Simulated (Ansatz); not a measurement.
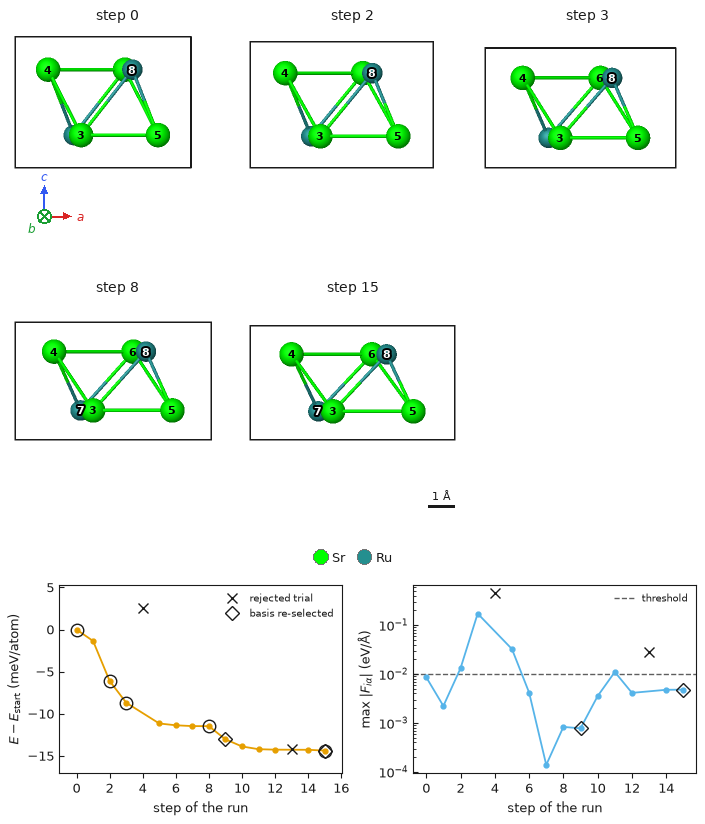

Frames of a relaxation of crystalline Sr3Ru (built on the Ni3Sn (D0_19)_194 type), marked on the history of the run. A ball-and-stick model of the cell of the calculation, seen along the b axis.

Case: Ni3Sn (D0_19) type (P6_3/mmc, No. 194).

All numbers below come from Ansatz, DFT PBE, scalar-relativistic, plane waves, PAW.

The input:
```yaml
crystal:
  lattice:
    - [7.8164412285, 0.0, 0.0]
    - [-3.9082206143, 6.7692366711, 0.0]
    - [0.0, 0.0, 5.0399563736]
  atoms:
    - { symbol: Sr, position: [0.8122340555, 0.6244681111, 0.25] }
    - { symbol: Sr, position: [0.1877659445, 0.8122340555, 0.75] }
    - { symbol: Sr, position: [0.3755318889, 0.1877659445, 0.25] }
    - { symbol: Sr, position: [0.1877659445, 0.3755318889, 0.75] }
    - { symbol: Sr, position: [0.8122340555, 0.1877659445, 0.25] }
    - { symbol: Sr, position: [0.6244681111, 0.8122340555, 0.75] }
    - { symbol: Ru, position: [0.3333333333, 0.6666666667, 0.25] }
    - { symbol: Ru, position: [0.6666666667, 0.3333333333, 0.75] }
basis:
  ecutwfc: 420
kpoints:
  mp_grid: { grid: [6, 6, 8] }
hamiltonian:
  xc: pbe
scf:
  occupations: { method: gaussian, width: 0.1 }
output:
  forces: true
  stress: true
  eigenvalues: true
relax:
  adjacent_minimum: "off"
  f_tol: 0.01
  max_steps: 80
  cell: { stress_tol: 0.05 }
```

Command:
```bash
ansatz run input.yaml --threads 1 --pin off --max-ram 2560MiB --backend cpu --events-out ev --progress --plain --runs-dir out
```

### Describe the path.

The largest moves relative to the cell, 0.23 Å, are those of Sr1, Sr2, Sr3, Sr4, Sr5 and Sr6. Sr3 goes along [2 1 0]. Ru stays in place. The volume changes by +18.0 %, with a = b 7.816 → 9.100 Å (+16.4 %), c 5.040 → 4.386 Å (−13.0 %). Near-neighbour distances that change, for instance: Sr1–Sr2 3.579 → 3.872 Å, Sr1–Ru8 3.199 → 3.011 Å, Sr1–Sr3 3.413 → 3.573 Å. Among the angles between lasting bonds that change: Sr2–Ru7–Sr2 103.9° → 93.5°, Sr2–Ru7–Sr4 64.5° → 72.8°, Sr2–Ru7–Sr4 144.1° → 139.9°. The space group stays P6_3/mmc (No. 194). The energy falls by 14.4 meV per atom in 11 accepted moves (15 points after the start). Largest force component: 0.0086 eV/Å at the start, 0.0048 eV/Å at the end. The pressure goes from 0.31 to 0.00 GPa. The line search rejected the trial steps at points 4, 13 of the run. At 2 points the geometry stayed and the basis and grid were re-selected for the new cell (energy shift of 1.6 meV per atom at most each time). From step 0 to 2: Sr atoms move most (0.06 Å), volume +4.7 %, energy −6.1 meV per atom. From step 2 to 3: Sr atoms move most (0.08 Å), volume +2.6 %, energy −2.6 meV per atom. From step 3 to 8: Sr atoms move most (0.02 Å), volume +4.2 %, energy −2.8 meV per atom. From step 8 to 15: Sr atoms move most (0.06 Å), volume +5.4 %, energy −2.9 meV per atom.

| step | E − E(0), meV/atom | largest force component, eV/Å | pressure, GPa | volume, Å³/atom | note |
| --- | --- | --- | --- | --- | --- |
| 0 | 0.00 | 0.0086 | 0.31 | 33.334 |  |
| 1 | -1.35 | 0.0022 | 0.08 | 33.782 |  |
| 2 | -6.09 | 0.0131 | -0.09 | 34.912 |  |
| 3 | -8.68 | 0.1716 | 0.55 | 35.807 |  |
| 4 | 2.61 | 0.4456 | -0.06 | 37.165 | rejected |
| 5 | -11.15 | 0.0324 | 0.06 | 36.655 |  |
| 6 | -11.36 | 0.0042 | -0.04 | 37.081 |  |
| 7 | -11.46 | 0.0001 | 0.00 | 37.172 |  |
| 8 | -11.47 | 0.0008 | 0.00 | 37.301 |  |
| 9 | -13.03 | 0.0008 | 0.10 | 37.301 | same geometry, new basis |
| 10 | -13.87 | 0.0035 | 0.09 | 38.099 |  |
| 11 | -14.20 | 0.0110 | 0.08 | 39.431 |  |
| 12 | -14.26 | 0.0041 | -0.02 | 39.445 |  |
| 13 | -14.23 | 0.0288 | 0.02 | 39.273 | rejected |
| 14 | -14.27 | 0.0048 | 0.00 | 39.320 |  |
| 15 | -14.37 | 0.0048 | 0.00 | 39.320 | same geometry, new basis |
